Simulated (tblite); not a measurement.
## Geometry relaxation, with input and output: C$_{2}$H$_{10}$AsOSi$_{2}$ (part 2 of 3)

C$_{2}$H$_{10}$AsOSi$_{2}$, multiplicity 2; GFN2-xTB geometry optimisation, gas phase (tblite 0.8.0). It belongs to a series of runs on one base structure; here: H removed from Si.

Geometry of the input (Å):
```
C  -2.5358  -0.9246  -0.0538
O  -2.0957  0.2786  -0.6441
Si -0.5259  0.5322  0.0048
As -0.1076  2.5664  0.8569
C  0.8165  -0.3111  -0.9146
Si 2.2071  -0.8678  0.1687
H  -3.6404  -0.8749  0.0156
H  -2.1536  -1.7309  -0.6811
H  -2.0507  -0.9521  0.9552
H  0.0042  3.7548  -0.0865
H  0.7225  2.6443  2.1559
H  0.3698  -1.2410  -1.3624
H  1.1936  0.2706  -1.7780
H  3.4708  -0.4648  -0.4793
H  2.1345  -0.3297  1.5320
H  2.1831  -2.3412  0.2994
```

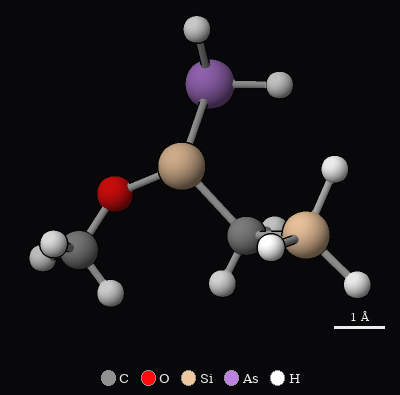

*The geometry at step 95 of the log (ball-and-stick view, seen at a tilt).*

**Trajectory as extended XYZ, continued**
```
16
Properties=species:S:1:pos:R:3:forces:R:3 step=40 energy=-523.97759
C    -2.6803   -0.9546   -0.0747    0.0040   0.0290  -0.0110
O    -1.9936    0.2358    0.1270    0.0270  -0.0200  -0.0010
Si   -0.4429    0.4851    0.6385   -0.0490   0.0130  -0.0300
As   -0.5497    2.8407    0.6400   -0.0120   0.0450   0.0060
C     0.8299   -0.1996   -0.6565   -0.0310   0.0400   0.0160
Si    2.4250   -0.8918    0.1090    0.0080  -0.0280   0.0060
H    -3.7040   -0.7051   -0.3552   -0.0210  -0.0430  -0.0270
H    -2.2233   -1.5493   -0.8711    0.0100   0.0220   0.0220
H    -2.6975   -1.5507    0.8421    0.0220   0.0030  -0.0130
H     0.5213    2.8980   -0.4091    0.0150   0.0010   0.0090
H     0.5346    2.9259    1.6789   -0.0040  -0.0050   0.0210
H     0.3727   -0.9424   -1.3121   -0.0100   0.0040   0.0400
H     1.0992    0.6479   -1.2918   -0.0360  -0.0010  -0.0200
H     3.5830   -0.5507   -0.7227    0.0210  -0.0240  -0.0300
H     2.6171   -0.3328    1.4497    0.0240   0.0200  -0.0070
H     2.3009   -2.3474    0.1967    0.0300  -0.0570   0.0170
16
Properties=species:S:1:pos:R:3:forces:R:3 step=48 energy=-523.98592
C    -2.6669   -0.9538   -0.0937    0.0110   0.0200   0.0000
O    -2.0070    0.2531    0.0965    0.0310   0.0100   0.0020
Si   -0.4715    0.5163    0.6454   -0.0040   0.0000   0.0210
As   -0.5499    2.8754    0.6357    0.0090  -0.0310   0.0230
C     0.8163   -0.1959   -0.6213   -0.0690  -0.0080  -0.0150
Si    2.4225   -0.9112    0.1050   -0.0110   0.0550  -0.0070
H    -3.6958   -0.7342   -0.3802   -0.0090  -0.0350  -0.0190
H    -2.1925   -1.5484   -0.8794    0.0090   0.0230   0.0010
H    -2.6678   -1.5378    0.8302   -0.0090  -0.0150   0.0010
H     0.5461    2.8860   -0.3871    0.0260   0.0370   0.0040
H     0.5118    2.9323    1.7034   -0.0280   0.0140  -0.0090
H     0.3457   -0.9435   -1.2600   -0.0450  -0.0420  -0.0010
H     1.0675    0.6419   -1.2781    0.0470  -0.0280   0.0160
H     3.5401   -0.5747   -0.7816    0.0470  -0.0420  -0.0300
H     2.6681   -0.3271    1.4244    0.0180   0.0230   0.0290
H     2.3257   -2.3694    0.2292   -0.0240   0.0210  -0.0150
16
Properties=species:S:1:pos:R:3:forces:R:3 step=56 energy=-523.99196
C    -2.6545   -0.9517   -0.1071    0.0360   0.0030  -0.0170
O    -2.0168    0.2673    0.0838    0.0030   0.0190   0.0370
Si   -0.4888    0.5293    0.6574    0.0220   0.0560  -0.0050
As   -0.5510    2.8925    0.6331    0.0250  -0.0560   0.0190
C     0.7949   -0.2081   -0.5991   -0.0180   0.0030  -0.0270
Si    2.4213   -0.9069    0.0993   -0.0020   0.0210  -0.0050
H    -3.6859   -0.7639   -0.4102    0.0310   0.0090   0.0280
H    -2.1568   -1.5350   -0.8855    0.0140  -0.0240  -0.0260
H    -2.6459   -1.5337    0.8183   -0.0440  -0.0100  -0.0100
H     0.5766    2.9051   -0.3571    0.0030   0.0070   0.0040
H     0.4842    2.9462    1.7266   -0.0370   0.0150   0.0040
H     0.3037   -0.9611   -1.2181    0.0330  -0.0210   0.0090
H     1.0534    0.6149   -1.2712   -0.0280   0.0010  -0.0130
H     3.5229   -0.6223   -0.8287    0.0010   0.0060  -0.0020
H     2.7135   -0.3042    1.4024    0.0010   0.0280  -0.0170
H     2.3217   -2.3594    0.2447   -0.0390  -0.0580   0.0230
16
Properties=species:S:1:pos:R:3:forces:R:3 step=63 energy=-524.00192
C    -2.6132   -0.9494   -0.1259   -0.0430  -0.0280   0.0020
O    -2.0117    0.2754    0.1301    0.0000  -0.0410  -0.0210
Si   -0.4790    0.5540    0.6788    0.0250  -0.0220   0.0370
As   -0.5545    2.9090    0.6178    0.0000   0.0020  -0.0050
C     0.7690   -0.2283   -0.5803    0.0290  -0.0100  -0.0610
Si    2.4157   -0.9128    0.0841   -0.0130   0.0410  -0.0200
H    -3.6338   -0.7674   -0.4632   -0.0160   0.0070  -0.0140
H    -2.0798   -1.5098   -0.8999    0.0260   0.0590   0.0170
H    -2.6429   -1.5613    0.7796    0.0070   0.0070   0.0160
H     0.6384    2.9412   -0.2949   -0.0040  -0.0310   0.0220
H     0.3973    2.9824    1.7795   -0.0050   0.0360   0.0250
H     0.2652   -1.0134   -1.1474    0.0030   0.0150  -0.0030
H     0.9922    0.5676   -1.2949    0.0190   0.0050  -0.0410
H     3.4933   -0.7002   -0.8931   -0.0400  -0.0270  -0.0060
H     2.7843   -0.2226    1.3246   -0.0250  -0.0400  -0.0130
H     2.2519   -2.3555    0.2937    0.0380   0.0260   0.0630
16
Properties=species:S:1:pos:R:3:forces:R:3 step=71 energy=-524.01310
C    -2.5700   -0.9442   -0.1480   -0.0220  -0.0270   0.0270
O    -2.0011    0.2772    0.1870   -0.0170  -0.0030  -0.0230
Si   -0.4589    0.5661    0.7092   -0.0120  -0.0210   0.0150
As   -0.5536    2.9181    0.6014   -0.0250   0.0330  -0.0460
C     0.7413   -0.2416   -0.5786    0.0180  -0.0330  -0.0560
Si    2.4030   -0.9113    0.0571   -0.0610  -0.0190  -0.0150
H    -3.5740   -0.7696   -0.5391    0.0300   0.0240   0.0260
H    -1.9795   -1.4610   -0.9097   -0.0080   0.0070   0.0040
H    -2.6352   -1.5900    0.7327   -0.0150   0.0110  -0.0090
H     0.7245    2.9284   -0.1870    0.0110  -0.0050   0.0260
H     0.2685    3.0721    1.8495    0.0050  -0.0270   0.0280
H     0.2176   -1.0573   -1.0809    0.0040   0.0130  -0.0150
H     0.9279    0.5132   -1.3474    0.0230   0.0160   0.0240
H     3.4093   -0.8147   -1.0049    0.0290  -0.0270  -0.0190
H     2.8589   -0.1576    1.2241    0.0070   0.0560   0.0210
H     2.2138   -2.3188    0.4233    0.0350   0.0030   0.0120
16
Properties=species:S:1:pos:R:3:forces:R:3 step=79 energy=-524.01845
C    -2.5710   -0.9444   -0.1394   -0.0340  -0.0010   0.0180
O    -1.9954    0.2691    0.2092   -0.0070   0.0010  -0.0250
Si   -0.4442    0.5585    0.6942    0.0220  -0.0170   0.0310
As   -0.5565    2.9124    0.5932    0.0080  -0.0060   0.0030
C     0.7425   -0.2499   -0.6099    0.0280  -0.0110  -0.0340
Si    2.4023   -0.9090    0.0521   -0.0600  -0.0220  -0.0220
H    -3.5691   -0.7431   -0.5310    0.0090  -0.0540  -0.0220
H    -1.9771   -1.4593   -0.9015   -0.0650   0.0160   0.0290
H    -2.6539   -1.5972    0.7351    0.0060   0.0200  -0.0150
H     0.7459    2.9209   -0.1500    0.0380   0.0180  -0.0010
H     0.2278    3.0680    1.8688   -0.0230  -0.0250  -0.0020
H     0.2152   -1.0578   -1.1257    0.0680   0.0600   0.0370
H     0.9408    0.5158   -1.3668    0.0080  -0.0310   0.0360
H     3.4139   -0.8603   -1.0123   -0.0050  -0.0020   0.0270
H     2.8408   -0.1095    1.2007    0.0070   0.0180  -0.0570
H     2.2302   -2.3053    0.4720   -0.0010   0.0350  -0.0020
16
Properties=species:S:1:pos:R:3:forces:R:3 step=87 energy=-524.03414
C    -2.5649   -0.9367   -0.1474   -0.0210  -0.0250   0.0110
O    -2.0043    0.2768    0.2265    0.0370  -0.0430  -0.0520
Si   -0.4420    0.5436    0.6995    0.0180   0.0330  -0.0630
As   -0.5105    2.8977    0.5336    0.0080  -0.0180   0.0490
C     0.7300   -0.2729   -0.6169    0.0130   0.0070   0.0200
Si    2.3973   -0.9179    0.0260   -0.0210   0.0370  -0.0610
H    -3.5471   -0.7499   -0.5816   -0.0270   0.0180   0.0240
H    -1.9436   -1.4445   -0.8897   -0.0180  -0.0220   0.0090
H    -2.6721   -1.5924    0.7213   -0.0190   0.0050  -0.0060
H     0.9148    2.9030    0.0685    0.0400  -0.0180  -0.0060
H     0.0021    3.0860    1.9362   -0.0320  -0.0160  -0.0090
H     0.2089   -1.0720   -1.1465   -0.0020   0.0040   0.0280
H     0.9410    0.4992   -1.3618   -0.0280   0.0190  -0.0090
H     3.3216   -1.0669   -1.1058    0.0220  -0.0180   0.0120
H     2.9198    0.0833    0.9582    0.0580  -0.0340   0.0360
H     2.2414   -2.2274    0.6686   -0.0280   0.0720   0.0160
16
Properties=species:S:1:pos:R:3:forces:R:3 step=95 energy=-524.05916
C    -2.5975   -0.9485   -0.1458    0.0180   0.0260   0.0110
O    -1.9867    0.2602    0.1683    0.0020   0.0100  -0.0580
Si   -0.4243    0.5223    0.6464   -0.0330  -0.0260   0.0180
As   -0.4057    2.8693    0.4873   -0.0460   0.0310  -0.0440
C     0.7511   -0.2705   -0.6709   -0.0150   0.0190  -0.0060
Si    2.4198   -0.8858   -0.0210   -0.0080   0.0530   0.0760
H    -3.5805   -0.7470   -0.5767    0.0350   0.0350   0.0600
H    -2.0075   -1.5115   -0.8748    0.0040  -0.0070   0.0430
H    -2.7146   -1.5550    0.7570   -0.0210  -0.0170  -0.0440
H     1.0910    2.8608    0.3846    0.0240  -0.0550  -0.0080
H    -0.2561    3.0594    1.9659   -0.0260  -0.0140   0.0590
H     0.2414   -1.0804   -1.1936   -0.0120   0.0250  -0.0290
H     0.9471    0.5156   -1.4056   -0.0310  -0.0490  -0.0630
H     3.2722   -1.2984   -1.1422    0.0160  -0.0090   0.0270
H     3.0285    0.2264    0.7120    0.0920   0.0140  -0.0090
H     2.2141   -2.0079    0.8975    0.0020  -0.0350  -0.0340
16
Properties=species:S:1:pos:R:3:forces:R:3 step=103 energy=-524.06874
C    -2.6147   -0.9486   -0.1427    0.0040   0.0050   0.0190
O    -1.9815    0.2593    0.1227   -0.0070   0.0160  -0.0090
Si   -0.4256    0.5162    0.6192    0.0020  -0.0130  -0.0300
As   -0.3662    2.8621    0.4758   -0.0090   0.0070   0.0260
C     0.7611   -0.2606   -0.6996    0.0080  -0.0030   0.0120
Si    2.4300   -0.8541   -0.0222    0.0230  -0.0050   0.0370
H    -3.6023   -0.7383   -0.5558    0.0160   0.0070  -0.0030
H    -2.0471   -1.5483   -0.8598    0.0020   0.0300  -0.0020
H    -2.7295   -1.5307    0.7757   -0.0040   0.0080   0.0120
H     1.1353    2.8116    0.5100   -0.0110  -0.0230  -0.0060
H    -0.3527    3.0410    1.9681   -0.0220  -0.0120  -0.0120
H     0.2610   -1.0813   -1.2156    0.0070  -0.0190   0.0160
H     0.9424    0.5111   -1.4530    0.0030  -0.0030   0.0000
H     3.2650   -1.3714   -1.1129    0.0110   0.0100  -0.0090
H     3.1151    0.2699    0.6286   -0.0270  -0.0290  -0.0300
H     2.2022   -1.9290    0.9502    0.0040   0.0240  -0.0190
16
Properties=species:S:1:pos:R:3:forces:R:3 step=111 energy=-524.07103
C    -2.6111   -0.9356   -0.1398   -0.0010   0.0020  -0.0030
O    -1.9833    0.2795    0.1027    0.0060  -0.0050   0.0000
Si   -0.4242    0.5216    0.5965    0.0090  -0.0130   0.0130
As   -0.3679    2.8650    0.4851    0.0060   0.0000   0.0030
C     0.7657   -0.2726   -0.7091   -0.0060  -0.0010   0.0060
Si    2.4376   -0.8530   -0.0268   -0.0130  -0.0120   0.0010
H    -3.6004   -0.7388   -0.5535   -0.0040   0.0120  -0.0050
H    -2.0403   -1.5387   -0.8509   -0.0080  -0.0040   0.0010
H    -2.7188   -1.5042    0.7882    0.0010   0.0100  -0.0050
H     1.1316    2.7997    0.5572   -0.0070   0.0130   0.0070
H    -0.4017    3.0175    1.9798   -0.0020  -0.0050  -0.0130
H     0.2662   -1.1053   -1.2059    0.0050  -0.0100   0.0010
H     0.9471    0.4833   -1.4781   -0.0160  -0.0010  -0.0050
H     3.2647   -1.3976   -1.1108    0.0060   0.0070   0.0010
H     3.1235    0.2899    0.5833    0.0020  -0.0070   0.0030
H     2.2038   -1.9020    0.9707    0.0220   0.0140  -0.0050
16
Properties=species:S:1:pos:R:3:forces:R:3 step=119 energy=-524.07231
C    -2.6146   -0.9202   -0.1404   -0.0020  -0.0070   0.0130
O    -1.9736    0.2891    0.0960    0.0010  -0.0160   0.0000
Si   -0.4122    0.5060    0.5964    0.0070   0.0060  -0.0340
As   -0.3615    2.8495    0.4840    0.0120   0.0040  -0.0040
C     0.7675   -0.2909   -0.7177   -0.0010  -0.0070  -0.0100
Si    2.4470   -0.8495   -0.0357   -0.0010   0.0170  -0.0070
H    -3.6032   -0.7174   -0.5537    0.0180   0.0120  -0.0130
H    -2.0475   -1.5345   -0.8448   -0.0250   0.0020  -0.0120
H    -2.7264   -1.4798    0.7921   -0.0130  -0.0100   0.0050
H     1.1360    2.8077    0.6086   -0.0170  -0.0020   0.0150
H    -0.4559    2.9981    1.9752    0.0090   0.0090   0.0000
H     0.2764   -1.1341   -1.2060   -0.0130  -0.0020   0.0290
H     0.9301    0.4601   -1.4966    0.0070  -0.0080   0.0180
H     3.2755   -1.4139   -1.1085   -0.0050   0.0040   0.0010
H     3.1307    0.3085    0.5473    0.0050   0.0070   0.0010
H     2.2243   -1.8697    0.9923    0.0170  -0.0090  -0.0040
16
Properties=species:S:1:pos:R:3:forces:R:3 step=127 energy=-524.07583
C    -2.6302   -0.8842   -0.1491   -0.0180  -0.0270  -0.0350
O    -1.9530    0.3000    0.1026   -0.0230   0.0170   0.0070
Si   -0.3908    0.4947    0.6064   -0.0250  -0.0640   0.0090
As   -0.3444    2.8346    0.4727    0.0330   0.0160   0.0090
C     0.7677   -0.3440   -0.6983    0.0000   0.0230  -0.0240
Si    2.4820   -0.8374   -0.0575    0.0620  -0.0020  -0.0290
H    -3.5985   -0.6462   -0.5875   -0.0590   0.0360   0.0240
H    -2.0804   -1.5145   -0.8500    0.0730  -0.0390  -0.0340
H    -2.7797   -1.4467    0.7754   -0.0230   0.0020   0.0300
H     1.1359    2.8084    0.7299   -0.0070   0.0120   0.0130
H    -0.5754    2.9897    1.9483    0.0150   0.0150  -0.0080
H     0.2803   -1.2212   -1.1294   -0.0010   0.0500   0.0230
H     0.8824    0.3821   -1.5100    0.0220  -0.0700  -0.0050
H     3.2913   -1.4207   -1.1360   -0.0230   0.0180  -0.0100
H     3.1673    0.3468    0.4655   -0.0070   0.0390   0.0030
H     2.3377   -1.8325    1.0055   -0.0190  -0.0260   0.0290
16
Properties=species:S:1:pos:R:3:forces:R:3 step=135 energy=-524.08266
C    -2.6666   -0.8217   -0.1727    0.0070  -0.0050  -0.0090
O    -1.9253    0.3232    0.0872    0.0140  -0.0180   0.0280
Si   -0.3620    0.4579    0.6156   -0.0290  -0.0130   0.0090
As   -0.2849    2.7980    0.4705    0.0150   0.0350  -0.0340
C     0.7816   -0.4382   -0.6622    0.0130   0.0100   0.0090
Si    2.5504   -0.8153   -0.0941    0.0270   0.0590  -0.0510
H    -3.6092   -0.5227   -0.6303   -0.0380   0.0020  -0.0100
H    -2.1378   -1.4908   -0.8552    0.0320  -0.0090  -0.0270
H    -2.8754   -1.3679    0.7513    0.0050   0.0250   0.0200
H     1.1232    2.8172    0.9868    0.0250  -0.0200   0.0140
H    -0.7791    2.9714    1.8753    0.0050  -0.0050   0.0140
H     0.3043   -1.3672   -0.9718   -0.0170  -0.0560  -0.0270
H     0.8308    0.1943   -1.5532   -0.0280   0.0040   0.0000
H     3.3130   -1.4161   -1.1965   -0.0120  -0.0050   0.0050
H     3.2058    0.4328    0.3056   -0.0070   0.0380   0.0150
H     2.5236   -1.7458    1.0322   -0.0140  -0.0420   0.0460
16
Properties=species:S:1:pos:R:3:forces:R:3 step=143 energy=-524.07865
C    -2.7575   -0.7259   -0.1800    0.0430   0.0560  -0.0200
O    -1.8868    0.3375    0.0433    0.0350  -0.1100   0.0360
Si   -0.3251    0.3569    0.6041   -0.0690   0.0010  -0.0310
As   -0.1157    2.6953    0.4700    0.0550   0.0170   0.3300
C     0.8189   -0.5755   -0.6470    0.0890  -0.0550  -0.1130
Si    2.6481   -0.7248   -0.1424   -0.1030  -0.0250   0.0500
H    -3.6593   -0.3270   -0.6497    0.0110  -0.0420   0.0320
H    -2.3138   -1.4735   -0.8445    0.0260   0.0340   0.0330
H    -3.0280   -1.2126    0.7643    0.0380   0.0620  -0.0750
H     1.0842    2.7139    1.4079   -0.2130  -0.0360  -0.1450
H    -1.0376    2.8908    1.6617    0.1980  -0.0290  -0.1920
H     0.4371   -1.5828   -0.8441   -0.0090   0.1290   0.0400
H     0.7674   -0.0363   -1.6025   -0.0420  -0.0650   0.1110
H     3.4008   -1.3586   -1.2342   -0.0010   0.0150   0.0250
H     3.2201    0.6028    0.1246   -0.0700  -0.0320  -0.0020
H     2.7395   -1.5714    1.0570    0.0120   0.0800  -0.0780
```
